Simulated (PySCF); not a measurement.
# C2H2AlCl (SMILES Cl[C]1=[CH][AlH]1), step by step, part 2 of 2

PySCF 2.14.0. Earlier steps stand in the parts before.

## 4. A single-point energy at CCSD(T)/aug-pcseg-1 (run 3)

The input, input.py:

```python
from pyscf import gto, scf, cc

mol = gto.M(
    atom=[
    ('Cl', (-0.640756, -2.486096, 0.118633)),
    ('C', (-0.301654, -0.696094, 0.005131)),
    ('C', (0.888553, -0.082497, 0.155458)),
    ('Al', (-0.517623, 1.159958, -0.216135)),
    ('H', (1.859083, -0.482983, 0.364722)),
    ('H', (-1.245504, 2.523712, -0.474010)),
],
    basis='aug-pcseg-1',
    max_memory=1860,
    verbose=3,
)

myscf = scf.RHF(mol)
myscf.kernel()

mycc = cc.CCSD(myscf, frozen=12)
mycc.kernel()
e_t = mycc.ccsd_t()
energy = mycc.e_tot + e_t
print(f'total energy: {energy:.8f} hartree')
myscf.analyze()
```

On the command line:

```bash
$ OMP_NUM_THREADS=1 python input.py
```

Log:

```text
converged SCF energy = -778.162332862797
E(CCSD) = -778.6572995640565  E_corr = -0.494966701259929
CCSD(T) correction = -0.0219903792961783
total energy: -778.67928994 hartree
**** MO energy ****
MO #1   energy= -104.784530771704  occ= 2
MO #2   energy= -58.4727584074003  occ= 2
MO #3   energy= -11.2771608860506  occ= 2
MO #4   energy= -11.2284892346194  occ= 2
MO #5   energy= -10.5249729214246  occ= 2
MO #6   energy= -8.0045082604066   occ= 2
MO #7   energy= -8.00139432353187  occ= 2
MO #8   energy= -8.00129243778426  occ= 2
MO #9   energy= -4.91463227776443  occ= 2
MO #10  energy= -3.23765408984319  occ= 2
MO #11  energy= -3.23661041564402  occ= 2
MO #12  energy= -3.23588103221112  occ= 2
MO #13  energy= -1.10899660095509  occ= 2
MO #14  energy= -1.00976600382235  occ= 2
MO #15  energy= -0.71876594610679  occ= 2
MO #16  energy= -0.610791945360744 occ= 2
MO #17  energy= -0.552744030674027 occ= 2
MO #18  energy= -0.497340244447517 occ= 2
MO #19  energy= -0.480090387039377 occ= 2
MO #20  energy= -0.412761449407819 occ= 2
MO #21  energy= -0.376590652318905 occ= 2
MO #22  energy= -0.364019965537371 occ= 2
MO #23  energy= 0.0180455048177375 occ= 0
MO #24  energy= 0.0192961006555271 occ= 0
MO #25  energy= 0.0235091447381017 occ= 0
MO #26  energy= 0.0341079958002681 occ= 0
MO #27  energy= 0.0563850499130645 occ= 0
MO #28  energy= 0.0601677725566017 occ= 0
MO #29  energy= 0.0704847489476976 occ= 0
MO #30  energy= 0.0796787538519022 occ= 0
MO #31  energy= 0.0861206716346636 occ= 0
MO #32  energy= 0.0902447232734699 occ= 0
MO #33  energy= 0.0936104349682684 occ= 0
MO #34  energy= 0.105138464246991  occ= 0
MO #35  energy= 0.11897385520247   occ= 0
MO #36  energy= 0.122626764687303  occ= 0
MO #37  energy= 0.142082592761856  occ= 0
MO #38  energy= 0.142323701566014  occ= 0
MO #39  energy= 0.151419307330164  occ= 0
MO #40  energy= 0.159598963482548  occ= 0
MO #41  energy= 0.162231536325732  occ= 0
MO #42  energy= 0.164646804795805  occ= 0
MO #43  energy= 0.166220884919702  occ= 0
MO #44  energy= 0.171819876384715  occ= 0
MO #45  energy= 0.176520199824407  occ= 0
MO #46  energy= 0.189426542228576  occ= 0
MO #47  energy= 0.217168787774245  occ= 0
MO #48  energy= 0.224595987805546  occ= 0
MO #49  energy= 0.251794595793697  occ= 0
MO #50  energy= 0.259230758058973  occ= 0
MO #51  energy= 0.265293519463048  occ= 0
MO #52  energy= 0.277761862995215  occ= 0
MO #53  energy= 0.293988065091806  occ= 0
MO #54  energy= 0.300321212827654  occ= 0
MO #55  energy= 0.306336535511983  occ= 0
MO #56  energy= 0.332635010966249  occ= 0
MO #57  energy= 0.338217764806188  occ= 0
MO #58  energy= 0.342502490751072  occ= 0
MO #59  energy= 0.351457609326502  occ= 0
MO #60  energy= 0.367542832594947  occ= 0
MO #61  energy= 0.398369976950204  occ= 0
MO #62  energy= 0.422605071272409  occ= 0
MO #63  energy= 0.423611480249722  occ= 0
MO #64  energy= 0.430438108370371  occ= 0
MO #65  energy= 0.441629463989989  occ= 0
MO #66  energy= 0.453261149418505  occ= 0
MO #67  energy= 0.46687484434249   occ= 0
MO #68  energy= 0.481863686911104  occ= 0
MO #69  energy= 0.493522180502091  occ= 0
MO #70  energy= 0.498448711634889  occ= 0
MO #71  energy= 0.508411816329751  occ= 0
MO #72  energy= 0.520204409216774  occ= 0
MO #73  energy= 0.554716147046939  occ= 0
MO #74  energy= 0.583190526684448  occ= 0
MO #75  energy= 0.606987287312194  occ= 0
MO #76  energy= 0.651221616096973  occ= 0
MO #77  energy= 0.727129243453044  occ= 0
MO #78  energy= 0.752475284579782  occ= 0
MO #79  energy= 0.797430181006904  occ= 0
MO #80  energy= 0.831966485896599  occ= 0
MO #81  energy= 0.920883751958899  occ= 0
MO #82  energy= 0.925787533722206  occ= 0
MO #83  energy= 0.953904820156868  occ= 0
MO #84  energy= 0.965518315827969  occ= 0
MO #85  energy= 0.979161839104335  occ= 0
MO #86  energy= 1.01865041144272   occ= 0
MO #87  energy= 1.03764180222209   occ= 0
MO #88  energy= 1.05449916992219   occ= 0
MO #89  energy= 1.08508400532604   occ= 0
MO #90  energy= 1.09110863743088   occ= 0
MO #91  energy= 1.11870214270033   occ= 0
MO #92  energy= 1.1759939291484    occ= 0
MO #93  energy= 1.19444095917681   occ= 0
MO #94  energy= 1.20398248675075   occ= 0
MO #95  energy= 1.22261870570286   occ= 0
MO #96  energy= 1.25534634111967   occ= 0
MO #97  energy= 1.27132013124159   occ= 0
MO #98  energy= 1.35509281744657   occ= 0
MO #99  energy= 1.40917025342845   occ= 0
MO #100 energy= 1.45721047850792   occ= 0
MO #101 energy= 1.58356759132979   occ= 0
MO #102 energy= 1.72199344280583   occ= 0
MO #103 energy= 1.78080998790674   occ= 0
MO #104 energy= 1.9784973856657    occ= 0
MO #105 energy= 2.02051246821837   occ= 0
MO #106 energy= 2.14436947887518   occ= 0
MO #107 energy= 2.14592342044891   occ= 0
MO #108 energy= 2.26173662817337   occ= 0
MO #109 energy= 2.27753360841352   occ= 0
MO #110 energy= 2.44082533005023   occ= 0
MO #111 energy= 2.51573421093642   occ= 0
MO #112 energy= 2.53654627173975   occ= 0
MO #113 energy= 2.75632630262897   occ= 0
MO #114 energy= 2.77655806713118   occ= 0
MO #115 energy= 2.85555728440911   occ= 0
MO #116 energy= 2.8975849949846    occ= 0
MO #117 energy= 3.21153615996014   occ= 0
MO #118 energy= 3.76726575745803   occ= 0
 ** Mulliken atomic charges  **
charge of    0Cl =     -0.15642
charge of    1C =     -0.19207
charge of    2C =     -0.32525
charge of    3Al =      0.67877
charge of    4H =      0.11514
charge of    5H =     -0.12017
Dipole moment(X, Y, Z, Debye):  0.07270,  3.91412, -0.38210
```

It took 78 s on 1 thread of Arm Neoverse V1, shared host; peak memory 0.96 GiB.

## 5. The vertical excitations at TD-O3LYP/6-31G(d) (spherical functions, SS(V)PE chloroform, spin of roots singlet) (run 4)

The input, input.xyz:

```xyz
6
C2H2AlCl
Cl    -0.640756    -2.486096     0.118633
C     -0.301654    -0.696094     0.005131
C      0.888553    -0.082497     0.155458
Al    -0.517623     1.159958    -0.216135
H      1.859083    -0.482983     0.364722
H     -1.245504     2.523712    -0.474010
```

The input, run.py:

```python
# Cl[C]1=[CH][AlH]1
from pyscf import gto, dft, tdscf, solvent

mol = gto.Mole()
mol.atom = 'input.xyz'
mol.spin = 0
mol.max_memory = 1860
mol.verbose = 3
mol.basis = '6-31g*'
mol.build()

mf = dft.RKS(mol)
mf.xc = 'o3lyp'
mf = mf.PCM()
mf.with_solvent.method = 'SS(V)PE'
mf.with_solvent.eps = 4.7113
mf.kernel()

e_final = mf.e_tot
print('E(%s) = %.9f' % ('O3LYP', e_final))

td = tdscf.TDDFT(mf)
td.nstates = 10
td.kernel()
td.analyze()
roots = td.e * 27.211386
osc = td.oscillator_strength()
print('state   eV      nm      f')
for i, (w, f) in enumerate(zip(roots, osc), 1):
    print('%3d %9.4f %8.1f %9.5f' % (i, w, 1239.842 / w, f))
```

On the command line:

```bash
$ OMP_NUM_THREADS=1 python run.py
```

Log:

```text
WARN: PCM is an experimental feature. It is still in testing.
Features and APIs may be changed in the future.

converged SCF energy = -779.891181757566
E(O3LYP) = -779.891181758

WARN: PCM is an experimental feature. It is still in testing.
Features and APIs may be changed in the future.

Excitation energies (eV)
[4.60128544 5.24883185 5.39530832 5.52890506 5.7501234  5.784126
 5.97115798 6.02223991 6.25517362 6.34019855]

** Singlet excitation energies and oscillator strengths **
state   eV      nm      f
  1    4.6013    269.5   0.00021
  2    5.2488    236.2   0.04742
  3    5.3953    229.8   0.03100
  4    5.5289    224.2   0.00296
  5    5.7501    215.6   0.00778
  6    5.7841    214.4   0.09393
  7    5.9712    207.6   0.03377
  8    6.0222    205.9   0.00307
  9    6.2552    198.2   0.01502
 10    6.3402    195.6   0.00084
```

Run time: 95 s. Hardware: 1 thread of Arm Neoverse V1, shared host; peak memory 0.55 GiB.

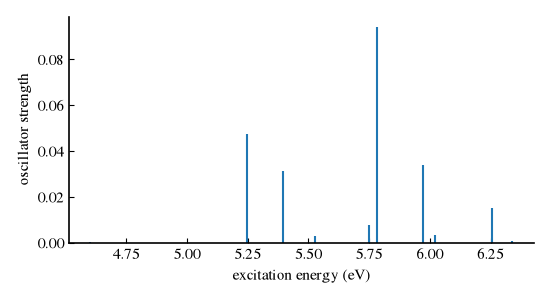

Vertical excitations as sticks.

The roots found:

```csv
excited state,energy (eV),strength
1,4.601,0.0002
2,5.249,0.0474
3,5.395,0.0310
4,5.529,0.0030
5,5.750,0.0078
6,5.784,0.0939
7,5.971,0.0338
8,6.022,0.0031
9,6.255,0.0150
10,6.340,0.0008
```

## 6. Outcome

This closing draws on all 2 parts.

| quantity | value |
| --- | --- |
| run 1, HF/3-21G: total energy at the end | -775.85608 Eh |
| run 1, HF/3-21G: dipole moment | 4.14 D |
| run 1, HF/3-21G: HOMO energy | -9.88 eV |
| run 1, HF/3-21G: LUMO energy | 1.59 eV |
| run 1, HF/3-21G: HOMO–LUMO gap | 11.47 eV |
| run 2, HF/3-21G: lowest harmonic wavenumber | 264 cm⁻¹ |
| run 2, HF/3-21G: highest harmonic wavenumber | 3384 cm⁻¹ |
| run 2, HF/3-21G: zero-point energy | 78.1 kJ/mol |
| run 2, HF/3-21G: ideal-gas entropy at 800 K (symmetry number 1 as used) | 91.7 cal/(mol K) |
| run 3, CCSD(T)/aug-pcseg-1: total energy | -778.67929 Eh |
| run 3, CCSD(T)/aug-pcseg-1: dipole moment (Hartree–Fock density) | 3.93 D |
| run 3, CCSD(T)/aug-pcseg-1: HOMO energy (Hartree–Fock orbitals) | -9.91 eV |
| run 3, CCSD(T)/aug-pcseg-1: LUMO energy (Hartree–Fock orbitals) | 0.49 eV |
| run 3, CCSD(T)/aug-pcseg-1: HOMO–LUMO gap (Hartree–Fock orbitals) | 10.40 eV |
| run 3, CCSD(T)/aug-pcseg-1: correlation energy (12 core orbitals frozen) | -517.0 mEh |
| run 3, CCSD(T)/aug-pcseg-1: (T) correction | -21.99 mEh |
| run 3, CCSD(T)/aug-pcseg-1: T1 diagnostic | 0.015 |
| run 4, TD-O3LYP/6-31G*: ground-state or mean-field energy | -779.89118 Eh |
| run 4, TD-O3LYP/6-31G*: dipole moment (O3LYP Kohn–Sham density) | 4.23 D |
| run 4, TD-O3LYP/6-31G*: HOMO energy (O3LYP Kohn–Sham orbitals) | -6.25 eV |
| run 4, TD-O3LYP/6-31G*: LUMO energy (O3LYP Kohn–Sham orbitals) | -0.92 eV |
| run 4, TD-O3LYP/6-31G*: HOMO–LUMO gap (O3LYP Kohn–Sham orbitals) | 5.33 eV |
| run 4, TD-O3LYP/6-31G*: solvent term in the energy | -21.3 kJ/mol |
| run 4, TD-O3LYP/6-31G*: lowest singlet excitation energy | 4.60 eV |

The optimisation (run 1, HF/3-21G) took 9 steps and changed the energy by -1.122 eV. All 12 modes (run 2, HF/3-21G) are real, so the shape is a minimum at this level. Mulliken charges (run 2, HF/3-21G) run from -0.60 on C2 to +1.09 on Al4. The triples (run 3, CCSD(T)/aug-pcseg-1) make up 4.3 % of the correlation energy. The brightest of the 10 transitions from the ground state lies at 5.78 eV (214 nm, f = 0.094); the lowest, at 4.60 eV, has f = 0.000. Roots above 6.3 eV lie over the negative of the HOMO energy, where those of Rydberg kind are poorly described; valence roots are less touched.
